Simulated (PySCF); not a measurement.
# C$_{3}$H$_{10}$Si$_{2}$: excited-state calculation

System: C$_{3}$H$_{10}$Si$_{2}$.
Method: TDDFT LDA/def2-SVPD, vertical, gas phase, core orbitals frozen in the response (PySCF 2.14.0).

The geometry comes from this level: PBE0-D3(BJ)/def2-SVP.

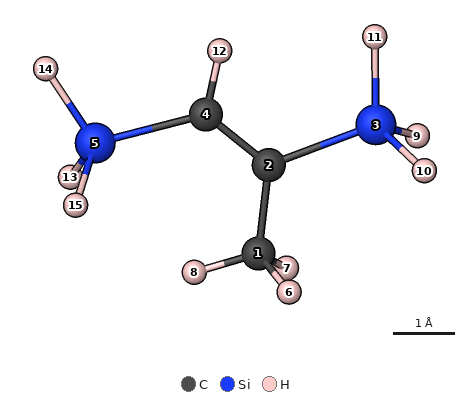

The input geometry (ball-and-stick view, seen at a tilt; atoms are numbered from 1 in the order of the input). Bond lengths as drawn: C–C 1.35 to 1.50 Å, C–H 1.10 Å, C–Si 1.88 to 1.89 Å and H–Si 1.49 to 1.50 Å.

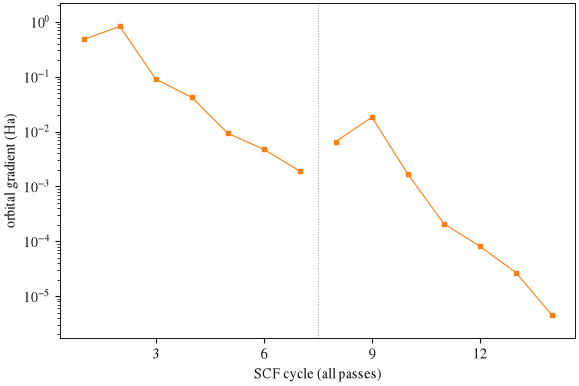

Convergence of the self-consistent field: orbital gradient against the SCF cycle. The dotted line marks the change from a coarse to the final integration grid. The first 7 cycles use a coarse grid, the final grid takes over at cycle 8, and the field converges after 14 cycles in all.

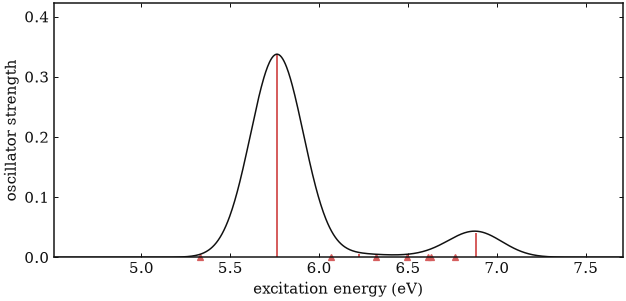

Computed excitations as sticks (degenerate states added up, dark ones marked on the axis), with a Gaussian envelope of 0.35 eV full width at half maximum, scaled to the tallest. Of the 10 states the lowest lies at 5.33 eV (f = 0.000); the strongest line is at 5.76 eV, or 215 nm (f = 0.338).

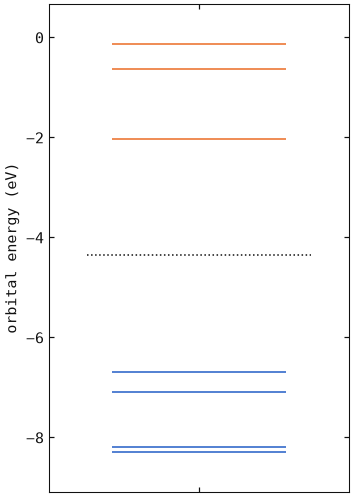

Orbital energies near the frontier; the dotted line parts filled from empty levels, and levels within 0.02 eV of each other stand side by side. Highest filled −6.68 eV, lowest empty −2.03 eV, 4.65 eV apart.

These pictures come from the run below.

### The input
```
{"job": {"kind": "uv", "xc": "LDA", "basis": "def2-SVPD", "ip": true}, "charge": 0, "multiplicity": 1}
C     -0.477545     1.420300     0.261957
C     -0.459862    -0.034329    -0.110049
Si    -2.090252    -0.797225    -0.670732
C      0.650539    -0.799188    -0.061293
Si     2.361145    -0.225982     0.468458
H     -1.173162     1.603567     1.098192
H     -0.832887     2.038989    -0.579362
H      0.513015     1.798109     0.560565
H     -2.604785    -0.090905    -1.886601
H     -3.128408    -0.651538     0.398652
H     -1.892454    -2.244290    -0.979773
H      0.559726    -1.855182    -0.350028
H      2.854079     0.907281    -0.376274
H      3.315038    -1.367158     0.330237
H      2.372625     0.233720     1.893097
```

The first line tells a small driver script what to run in PySCF; the rest is the geometry in Å.

Command:
```bash
OMP_NUM_THREADS=1 python <driver script> task.json out
```

### What the program printed
```
coarse grid: 12712 points
cycle   1  E = -695.3788274277  dE = -2.595e-02  |g| = 4.796e-01  |ddm| = 5.259e+00
cycle   2  E = -695.2437793483  dE =  1.350e-01  |g| = 8.228e-01  |ddm| = 1.957e+00
cycle   3  E = -695.4430029904  dE = -1.992e-01  |g| = 9.010e-02  |ddm| = 1.347e+00
cycle   4  E = -695.4453797463  dE = -2.377e-03  |g| = 4.191e-02  |ddm| = 2.404e-01
cycle   5  E = -695.4458197527  dE = -4.400e-04  |g| = 9.263e-03  |ddm| = 6.916e-02
cycle   6  E = -695.4458388305  dE = -1.908e-05  |g| = 4.731e-03  |ddm| = 2.322e-02
cycle   7  E = -695.4458445087  dE = -5.678e-06  |g| = 1.900e-03  |ddm| = 8.957e-03
final grid: 111200 points
cycle   8  E = -695.5510776735  dE = -1.952e-05  |g| = 6.574e-03  |ddm| = 1.082e-01
cycle   9  E = -695.5509953676  dE =  8.231e-05  |g| = 1.822e-02  |ddm| = 3.307e-02
cycle  10  E = -695.5510892051  dE = -9.384e-05  |g| = 1.663e-03  |ddm| = 2.467e-02
cycle  11  E = -695.5510899417  dE = -7.366e-07  |g| = 2.087e-04  |ddm| = 2.659e-03
cycle  12  E = -695.5510899523  dE = -1.056e-08  |g| = 8.071e-05  |ddm| = 5.798e-04
cycle  13  E = -695.5510899542  dE = -1.952e-09  |g| = 2.669e-05  |ddm| = 1.897e-04
cycle  14  E = -695.5510899544  dE = -2.012e-10  |g| = 4.484e-06  |ddm| = 4.947e-05
converged SCF energy = -695.5510899544

Static polarisability (au): isotropic 103.268, principal 79.383 96.118 134.302

Singlet excitations
state   eV       nm        f      main configurations
  1   5.3306    232.6   0.00008   H-1->L 0.99
  2   5.7625    215.2   0.33757   H->L 0.86, H-5->L 0.08
  3   6.0672    204.4   0.00058   H->L+1 0.99
  4   6.2235    199.2   0.00470   H-2->L 0.96
  5   6.3193    196.2   0.00008   H-3->L 0.97
  6   6.4931    190.9   0.00057   H-1->L+1 0.50, H-4->L 0.49
  7   6.6105    187.6   0.00154   H->L+2 0.98
  8   6.6298    187.0   0.00074   H-1->L+1 0.47, H-4->L 0.46
  9   6.7655    183.3   0.00253   H->L+3 0.99
 10   6.8831    180.1   0.04105   H-5->L 0.80

Triplet excitations (Tamm-Dancoff, eV): 4.1095 4.8632 5.9920 6.0959
Vertical ionisation energy (delta-SCF) = 9.3837 eV
Vertical electron affinity (delta-SCF) = -0.4970 eV
```

### Results in brief

- outcome: converged
- total energy: −695.551090 hartree
- HOMO: −6.68 eV
- LUMO: −2.03 eV
- dipole moment: 0.62 D
- mean polarisability: 103.27 a.u.
- vertical ionisation energy: 9.38 eV
- vertical electron affinity: −0.50 eV
- lowest singlet excitation: 5.33 eV
- hardware: 1 CPU thread, shared host
- wall time: 1.9 min
- peak memory: 0.55 GiB
